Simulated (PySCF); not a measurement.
Potential energy curve for AsH, triplet.

Levels: UKS-LDA (SVWN5) = unrestricted LDA (SVWN5)/cc-pVDZ in PySCF; UCCSD(T) = CCSD(T) on UHF/cc-pVDZ, 9 core orbitals frozen (PySCF); ROKS-PBE0 = restricted open-shell PBE0/cc-pVDZ (PySCF 2.14.0); UKS-PBE0 = unrestricted PBE0/cc-pVDZ in PySCF.

Energies are in kJ/mol, each relative to the lowest point of its own curve near equilibrium.

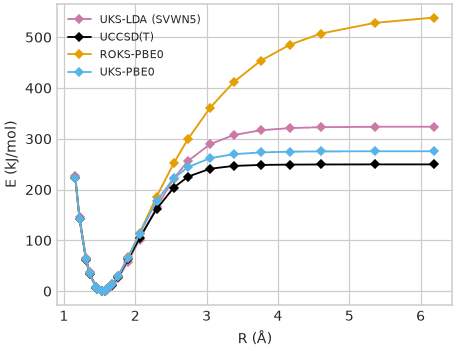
*Energy against bond length for each method.*

```
R / Å  UKS-LDA (SVWN5)  UCCSD(T)  ROKS-PBE0  UKS-PBE0
-----  ---------------  --------  ---------  --------
1.16             227.3     222.8      223.5     223.6
1.22             146.0     141.3      142.0     142.1
1.31              66.0      62.1       62.5      62.5
1.36              37.9      34.8       35.0      35.0
1.45               8.8       7.3        7.3       7.4
1.47               5.4       4.2        4.2       4.2
1.53               0.0       0.0        0.0       0.0
1.58               0.3       1.3        1.4       1.3
1.61               2.2       3.7        3.9       3.9
1.68              10.5      13.2       13.8      13.7
1.76              25.0      28.7       30.2      30.0
1.90              58.2      62.6       67.0      66.2
2.06             101.4     104.7      114.5     112.5
2.30             166.1     162.0      186.4     177.6
2.54             221.8     204.0      252.1     222.4
2.74             256.4     225.6      299.9     244.3
3.05             289.5     241.2      361.4     261.9
3.38             307.4     246.6      411.7     269.7
3.76             316.9     248.6      453.9     273.3
4.17             321.1     249.3      485.4     274.7
4.60             322.9     249.5      507.2     275.2
5.36             323.7     249.7      528.3     275.5
6.19             323.9     249.7      538.8     275.5
```

At the longest distance, 6.19 Å, ROKS-PBE0 lies highest above its minimum (538.8 kJ/mol) and UCCSD(T) lowest (249.7 kJ/mol).

The unrestricted determinant behind UKS-LDA (SVWN5) is spin-contaminated at 2.54 to 6.19 Å (<S²> up to 3.0, against 2.00 for a pure triplet). The unrestricted determinant behind UCCSD(T) is spin-contaminated at 2.06 to 6.19 Å (<S²> up to 3.0, against 2.00 for a pure triplet). At the longest distance ROKS-PBE0 leaves fractional charges on the fragments, a sign of delocalisation error or of the restricted form. The unrestricted determinant behind UKS-PBE0 is spin-contaminated at 2.30 to 6.19 Å (<S²> up to 3.0, against 2.00 for a pure triplet).
